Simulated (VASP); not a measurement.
# A VASP study of BaFeO3 (PBEsol + U): structure first, properties next, part 5 of 9

Wanted: the relaxed cell of BaFeO3 and its properties. Left out of this account: 1 further run (relaxation: a spoilt try). The start is a cell from a database of measured crystal structures.

VASP 6.6.1, plane waves and PAW; the level of theory is named at each step.

So far. Step 5 (Magnetic order: antiferromagnetic, q = (1/2, 1/2, 0)): The energy lies +21.8 meV an atom from the first pattern. The run ends antiferromagnetic with a largest moment of 3.66 μB, and the mesh shows no gap. Step 6 (The orders side by side): The session goes on in the lowest magnetic state found: ferromagnetic. The next one lies 11.0 meV an atom higher.

The database entry behind the starting cell differs from later determinations by our own check (an axis about 1.3 % long against later determinations), so it need not match the best structure at ambient conditions.

## (7) Relaxing cell and atoms (PBEsol + U)

This step: PBEsol, DFT+U (Fe d 3 eV), spin-polarised from a ferromagnetic start; plane waves and PAW (Ba_sv, Fe, O) (VASP 6.6.1).

System of this step: BaFeO3. The structure is cubic, space group Pm-3m (No. 221). Conventional cell: a = 4.020 Å, b = 4.020 Å, c = 4.020 Å, α = 90.00°, β = 90.00°, γ = 90.00°. Nearest to Ba lie 12 O at 2.84 Å. Nearest to Fe lie 6 O at 2.01 Å. Nearest to O lie 2 Fe at 2.01 Å and 4 Ba at 2.84 Å. Farther neighbours and most contacts between anions are not listed.

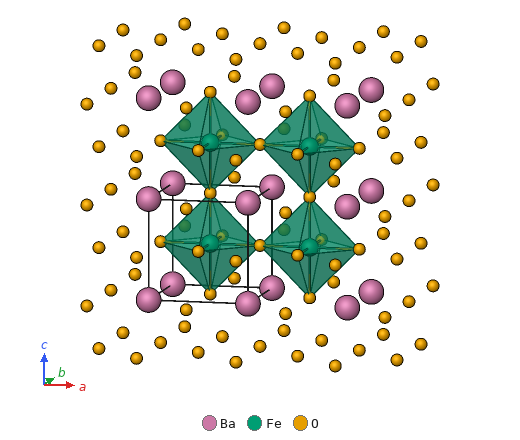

The cell of this step (barium pink, iron teal, oxygen orange). 2×1×2 cells are drawn. Some periodic images of atoms are drawn too.

Properties are meant for the cell that this level of theory prefers, so cell and atoms are relaxed first (ISIF = 3) until forces and stress are small; EDIFFG sets the threshold.

INCAR reads:

```
SYSTEM = BaFeO3
PREC = Accurate
ENCUT = 520
EDIFF = 1E-06
NELM = 100
ISMEAR = 0
SIGMA = 0.05
LREAL = .FALSE.
ALGO = Normal
GGA = PS
NBANDS = 29
ISPIN = 2
MAGMOM = 0.01 3.69 0.1 0.1 0.1
LDAU = .TRUE.
LDAUTYPE = 2
LDAUL = -1 2 -1
LDAUU = 0 3 0
LDAUJ = 0 0 0
LDAUPRINT = 1
LASPH = .TRUE.
LMAXMIX = 4
LORBIT = 11
LWAVE = .FALSE.
LCHARG = .FALSE.
KPAR = 8
IBRION = 2
NSW = 60
ISIF = 3
EDIFFG = -0.01
```

POSCAR reads:

```
BaFeO3
1.0
    4.0200000000      0.0000000000      0.0000000000
    0.0000000000      4.0200000000      0.0000000000
    0.0000000000      0.0000000000      4.0200000000
Ba Fe O
1 1 3
Direct
    0.0000000000      0.0000000000      0.0000000000
    0.5000000000      0.5000000000      0.5000000000
    0.5000000000      0.5000000000      0.0000000000
    0.0000000000      0.5000000000      0.5000000000
    0.5000000000      0.0000000000      0.5000000000
```

KPOINTS reads:

```
Automatic mesh
0
Gamma
7 7 7
0 0 0
```

Potentials, in the order of the species: Ba_sv, Fe and O (PBE family, release 64).

Run with:

```
> mpirun -np 8 vasp_std
```

The log of the run:

```text
[banner, memory and clock lines left out]
running    8 mpi-ranks, on    1 nodes
 distrk:  each k-point on    1 cores,    8 groups
 distr:  one band on    1 cores,    1 groups

 POSCAR found type information on POSCAR BaFeO
 POSCAR found :  3 types and       5 ions
 [... a notice as in an earlier step ...]

 [... a notice as in an earlier step ...]

 LDA part: xc-table for (Slater+PW92), standard interpolation
 POSCAR, INCAR and KPOINTS ok, starting setup
 FFT: planning ... GRIDC
 FFT: planning ... GRID_SOFT
 FFT: planning ... GRID
 WAVECAR not read
 entering main loop
       N       E                     dE             d eps       ncg     rms          rms(c)
DAV:   1     0.308248739198E+03    0.30825E+03   -0.17453E+04  2320   0.131E+03
DAV:   2    -0.140946737221E+02   -0.32234E+03   -0.29334E+03  2514   0.323E+02
DAV:   3    -0.455594286068E+02   -0.31465E+02   -0.30679E+02  2851   0.113E+02
DAV:   4    -0.464637525896E+02   -0.90432E+00   -0.90048E+00  3158   0.189E+01
DAV:   5    -0.464809429024E+02   -0.17190E-01   -0.17182E-01  2900   0.221E+00    0.270E+01
DAV:   6    -0.458171753633E+02    0.66377E+00   -0.56951E+01  3029   0.934E+01    0.664E+01
DAV:   7    -0.350940862656E+02    0.10723E+02   -0.42750E+01  2589   0.125E+02    0.147E+01
DAV:   8    -0.345679247643E+02    0.52616E+00   -0.37920E+00  3116   0.288E+01    0.667E+00
DAV:   9    -0.344146368902E+02    0.15329E+00   -0.10829E+00  3375   0.174E+01    0.392E+00
DAV:  10    -0.344370746238E+02   -0.22438E-01   -0.16285E-01  2600   0.257E+00    0.325E+00
DAV:  11    -0.344044210004E+02    0.32654E-01   -0.28784E-02  2796   0.316E+00    0.175E+00
DAV:  12    -0.344028123287E+02    0.16087E-02   -0.65285E-03  3081   0.933E-01    0.924E-01
DAV:  13    -0.344022090550E+02    0.60327E-03   -0.41714E-03  2727   0.126E+00    0.479E-01
DAV:  14    -0.344024963017E+02   -0.28725E-03   -0.79526E-04  2606   0.163E-01    0.405E-01
DAV:  15    -0.344032293829E+02   -0.73308E-03   -0.17520E-03  2909   0.442E-01    0.143E-01
DAV:  16    -0.344033655321E+02   -0.13615E-03   -0.26363E-04  2798   0.113E-01    0.133E-01
DAV:  17    -0.344033439015E+02    0.21631E-04   -0.67615E-05  2969   0.130E-01    0.853E-02
DAV:  18    -0.344033504896E+02   -0.65881E-05   -0.10517E-04  2696   0.182E-01    0.610E-02
DAV:  19    -0.344033594411E+02   -0.89515E-05   -0.53221E-05  3346   0.901E-02    0.150E-02
DAV:  20    -0.344033601173E+02   -0.67622E-06   -0.24930E-06  2276   0.124E-02
   1 F= -.34403360E+02 E0= -.34401417E+02  d E =-.344034E+02  mag=     4.1832
 curvature:   0.00 expect dE= 0.000E+00 dE for cont linesearch  0.000E+00
 trial: gam= 0.00000 g(F)=  0.000E+00 g(S)=  0.289E+00 ort = 0.000E+00 (trialstep = 0.100E+01)
 search vector abs. value=  0.289E+00
 bond charge predicted
       N       E                     dE             d eps       ncg     rms          rms(c)
DAV:   1    -0.363118806586E+02   -0.19085E+01   -0.42917E+01  2821   0.558E+01    0.114E+01
DAV:   2    -0.346647908047E+02    0.16471E+01   -0.42502E+00  2870   0.233E+01    0.839E+00
DAV:   3    -0.345721947904E+02    0.92596E-01   -0.65592E-01  3310   0.121E+01    0.612E+00
DAV:   4    -0.344921057785E+02    0.80089E-01   -0.17880E-01  3125   0.809E+00    0.137E+00
DAV:   5    -0.344813996480E+02    0.10706E-01   -0.57809E-02  3464   0.292E+00    0.744E-01
DAV:   6    -0.344826684429E+02   -0.12688E-02   -0.88877E-03  3375   0.119E+00    0.214E-01
DAV:   7    -0.344832598491E+02   -0.59141E-03   -0.87330E-04  2909   0.184E-01    0.125E-01
DAV:   8    -0.344835517410E+02   -0.29189E-03   -0.31777E-04  3168   0.177E-01    0.483E-02
DAV:   9    -0.344835429501E+02    0.87909E-05   -0.26941E-05  3165   0.847E-02    0.207E-02
DAV:  10    -0.344835417445E+02    0.12056E-05   -0.32403E-06  2570   0.257E-02    0.141E-02
DAV:  11    -0.344835418541E+02   -0.10956E-06   -0.15436E-06  2341   0.123E-02
   2 F= -.34483542E+02 E0= -.34483057E+02  d E =-.801817E-01  mag=     4.0000
 trial-energy change:   -0.080182  1 .order   -0.063402   -0.289181    0.162378
 step:   0.6882(harm=  0.6404)  dis= 0.00000  next Energy=   -34.508344 (dE=-0.105E+00)
 bond charge predicted
       N       E                     dE             d eps       ncg     rms          rms(c)
DAV:   1    -0.346859979368E+02   -0.20246E+00   -0.41881E+00  2819   0.179E+01    0.343E+00
DAV:   2    -0.345314621901E+02    0.15454E+00   -0.42925E-01  2855   0.771E+00    0.303E+00
DAV:   3    -0.345205730661E+02    0.10889E-01   -0.80698E-02  3330   0.483E+00    0.209E+00
DAV:   4    -0.345102658298E+02    0.10307E-01   -0.23155E-02  3115   0.275E+00    0.511E-01
DAV:   5    -0.345091521122E+02    0.11137E-02   -0.63261E-03  3595   0.900E-01    0.213E-01
DAV:   6    -0.345093271010E+02   -0.17499E-03   -0.74317E-04  3176   0.325E-01    0.732E-02
DAV:   7    -0.345093772079E+02   -0.50107E-04   -0.93830E-05  3253   0.105E-01    0.501E-02
DAV:   8    -0.345093857705E+02   -0.85626E-05   -0.37086E-05  3053   0.864E-02    0.929E-03
DAV:   9    -0.345093852092E+02    0.56129E-06   -0.20494E-06  2467   0.172E-02
   3 F= -.34509385E+02 E0= -.34508617E+02  d E =-.106025E+00  mag=     4.0000
 curvature:  -0.31 expect dE=-0.494E-09 dE for cont linesearch -0.494E-09
 trial: gam= 0.00000 g(F)=  0.667E-64 g(S)=  0.157E-08 ort =-0.213E-04 (trialstep = 0.938E+00)
 search vector abs. value=  0.167E-08
 reached required accuracy - stopping structural energy minimisation
```

It took 23 s on 8 MPI ranks of Intel Xeon 6975P-C (Granite Rapids), shared host; peak memory 2 GiB.

OUTCAR, selected parts (step 7):

```text
   k-points           NKPTS =     20   k-points in BZ     NKDIM =     20   number of bands    NBANDS=     29

   NELECT =      36.0000    total number of electrons

atom =   2  type =  2  l = 2

 onsite density matrix

spin component  1

  0.9814  0.0000 -0.0000  0.0000 -0.0000
  0.0000  0.9814  0.0000  0.0000 -0.0000
 -0.0000  0.0000  0.8912 -0.0000 -0.0000
  0.0000  0.0000 -0.0000  0.9814  0.0000
 -0.0000 -0.0000 -0.0000  0.0000  0.8912

spin component  2

  0.1813  0.0000 -0.0000 -0.0000  0.0000
  0.0000  0.1813 -0.0000 -0.0000  0.0000
 -0.0000 -0.0000  0.3179  0.0000 -0.0000
 -0.0000 -0.0000  0.0000  0.1813 -0.0000
  0.0000  0.0000 -0.0000 -0.0000  0.3179

 occupancies and eigenvectors

  o =  0.1813  v =  0.0000  0.0000  0.0000  0.0000  0.0000  0.0000  0.0283  0.0000 -0.9996  0.0000      0.0000  0.0000  0.0000  0.0000  0.0000  0.0000  0.0000  0.0000  0.0000  0.0000
  o =  0.1813  v =  0.0000  0.0000  0.0000  0.0000  0.0000  1.0000  0.0000  0.0000  0.0000  0.0000      0.0000  0.0000  0.0000  0.0000  0.0000  0.0000  0.0000  0.0000  0.0000  0.0000
  o =  0.1813  v =  0.0000  0.0000  0.0000  0.0000  0.0000  0.0000 -0.9996  0.0000 -0.0283  0.0000      0.0000  0.0000  0.0000  0.0000  0.0000  0.0000  0.0000  0.0000  0.0000  0.0000
  o =  0.3179  v =  0.0000  0.0000  0.0000  0.0000  0.0000  0.0000 -0.0000 -0.9996 -0.0000 -0.0297      0.0000  0.0000  0.0000  0.0000  0.0000  0.0000  0.0000  0.0000  0.0000  0.0000
  o =  0.3179  v =  0.0000  0.0000  0.0000  0.0000  0.0000  0.0000  0.0000  0.0297 -0.0000 -0.9996      0.0000  0.0000  0.0000  0.0000  0.0000  0.0000  0.0000  0.0000  0.0000  0.0000
  o =  0.8912  v =  0.0000 -0.0000  0.9996 -0.0000  0.0278  0.0000  0.0000  0.0000  0.0000  0.0000      0.0000  0.0000  0.0000  0.0000  0.0000  0.0000  0.0000  0.0000  0.0000  0.0000
  o =  0.8912  v =  0.0000  0.0000  0.0278  0.0000 -0.9996  0.0000  0.0000  0.0000  0.0000  0.0000      0.0000  0.0000  0.0000  0.0000  0.0000  0.0000  0.0000  0.0000  0.0000  0.0000
  o =  0.9814  v =  1.0000  0.0000  0.0000  0.0000  0.0000  0.0000  0.0000  0.0000  0.0000  0.0000      0.0000  0.0000  0.0000  0.0000  0.0000  0.0000  0.0000  0.0000  0.0000  0.0000
  o =  0.9814  v =  0.0000 -0.0263 -0.0000 -0.9997 -0.0000  0.0000  0.0000  0.0000  0.0000  0.0000      0.0000  0.0000  0.0000  0.0000  0.0000  0.0000  0.0000  0.0000  0.0000  0.0000
  o =  0.9814  v =  0.0000  0.9997  0.0000 -0.0263  0.0000  0.0000  0.0000  0.0000  0.0000  0.0000      0.0000  0.0000  0.0000  0.0000  0.0000  0.0000  0.0000  0.0000  0.0000  0.0000

 E-fermi :   3.0039

 spin component 1
 k-point     1 :       0.0000    0.0000    0.0000
  band No.  band energies     occupation
    ...
     17       1.5382      1.00000
     18       1.5382      1.00000
     19       2.5452      1.00000
     20       2.5452      1.00000
     21       2.5452      1.00000
     22       7.9724      0.00000
     23       7.9724      0.00000
     24       9.8434      0.00000
     25      11.0525      0.00000
     26      11.0525      0.00000
    ...

 k-point     2 :       0.1429    0.0000    0.0000
  band No.  band energies     occupation
    ...
     17       1.5302      1.00000
     18       1.5302      1.00000
     19       2.3806      1.00000
     20       2.4777      1.00000
     21       2.4777      1.00000
     22       8.3648      0.00000
     23       8.4028      0.00000
     24      10.3302      0.00000
     25      11.1170      0.00000
     26      11.3990      0.00000
    ...

  Total        0.0002328      0.0002328      0.0002328      0.0000000      0.0000000      0.0000000
  in kB        0.0061199      0.0061199      0.0061199      0.0000000      0.0000000      0.0000000
  external PRESSURE =       0.0061199 kB  Pullay stress =       0.0000000 kB

 POSITION                                       TOTAL-FORCE (eV/Angst)
 -----------------------------------------------------------------------------------
      0.00000      0.00000      0.00000        -0.000000     -0.000000      0.000000
      1.96781      1.96781      1.96781         0.000000     -0.000000      0.000000
      1.96781      1.96781     -0.00000        -0.000000      0.000000      0.000000
      0.00000      1.96781      1.96781         0.000000      0.000000      0.000000
      1.96781      0.00000      1.96781        -0.000000      0.000000      0.000000
 -----------------------------------------------------------------------------------
    total drift:                                0.000000      0.000000     -0.000000

  FREE ENERGIE OF THE ION-ELECTRON SYSTEM (eV)
  ---------------------------------------------------
  free  energy   TOTEN  =       -34.5093852092 eV

  energy  without entropy=      -34.5078478179  energy(sigma->0) =      -34.50861651

 reached required accuracy - stopping structural energy minimisation

 magnetization (x)
# of ion       s       p       d       tot
------------------------------------------
    1        0.001   0.007   0.007   0.015
    2        0.026   0.025   3.547   3.598
    3        0.010   0.081   0.000   0.091
    4        0.010   0.081   0.000   0.091
    5        0.010   0.081   0.000   0.091
--------------------------------------------------
tot          0.058   0.276   3.554   3.888

[... 5 parts as in an earlier step ...]

[... 16 further parts left out ...]
```

The magnetic order is the lowest of the few collinear ones that converged above; longer or canted patterns were not tried. The run keeps the 48 symmetry operations of its start, so it cannot find a distortion of lower symmetry.

Step by step:

```
step  energy less that of the first step (eV)  largest force (eV/Å)  pressure (GPa)  volume (Å³)
   1                                   0.0000                0.0000           -7.80        64.96
   2                                  -0.0802                0.0000            4.80        59.20
   3                                  -0.1060                0.0000            0.00        60.96
```

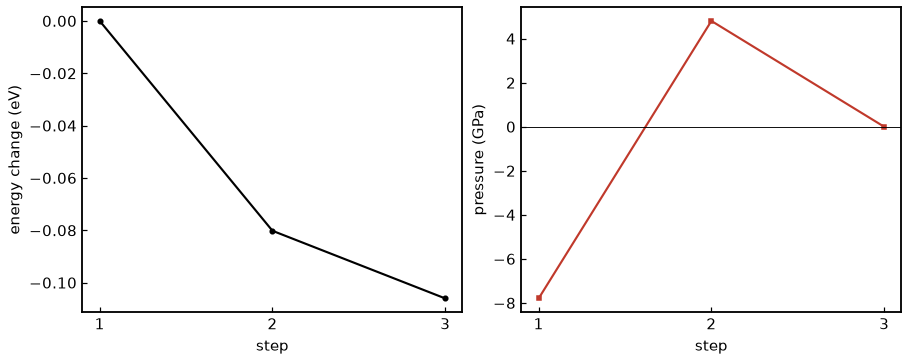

Energy and pressure along the relaxation.

```
conventional cell, symmetrised  before  after  change
                         a (Å)   4.020  3.936  -2.1 %
                         b (Å)   4.020  3.936  -2.1 %
                         c (Å)   4.020  3.936  -2.1 %
              volume (Å³/atom)   12.99  12.19  -6.2 %
```

Final coordinates:

```
Ba Fe O
1.0
     3.93562    0.00000    0.00000
     0.00000    3.93562    0.00000
     0.00000    0.00000    3.93562
Ba Fe O
1 1 3
Direct
  0.00000 0.00000 0.00000
  0.50000 0.50000 0.50000
  0.50000 0.50000 0.00000
  0.00000 0.50000 0.50000
  0.50000 0.00000 0.50000
```

Numbers from this step:

* electrons: 36
* bands: 29
* irreducible k-points: 20
* symmetry operations: 48
* free energy (TOTEN): -34.51 eV
* energy at zero smearing: -34.51 eV
* Fermi energy: 3.004 eV
* pressure: 6.12e-4 GPa
* moment of the cell, from the last line of the log: 4 μB
* SCF cycles over all ionic steps: 40

Spin moment in the PAW sphere by atom:

```
atom  spin moment in the PAW sphere (μB)
 Ba1                                0.01
 Fe2                                3.60
  O3                                0.09
  O4                                0.09
  O5                                0.09
```

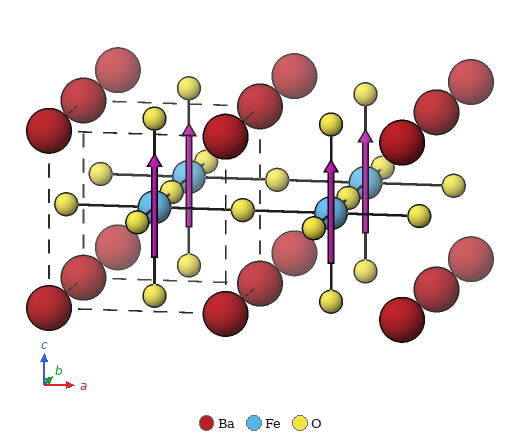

Spin moment in the PAW sphere as arrows, the longest 3.60 μB. Up and down stand for the sign. Arrows give size and sign along the axis of quantisation, drawn up and down the page. 2×2×1 cells are drawn. Some periodic images of atoms are drawn too.

It ends with forces that vanish by symmetry and a pressure of 0.00 GPa.

(Continued in part 6 of 9.)

[Lines on the potential files, build, host, timing and source positions are cut from VASP's logs without a mark.]

[Logs are printed without paths, hosts, clocks, repeated set-up lines and the standing remarks that a program may print on its own settings, such as how far it seeks lower states.]

[Hosts, paths, dates, database ids (printed as entryN), source tags and the programs' standing remarks are cut or masked in the printed files.]

[A measured line is paired with the nearest computed mode of its activity, which favours agreement.]
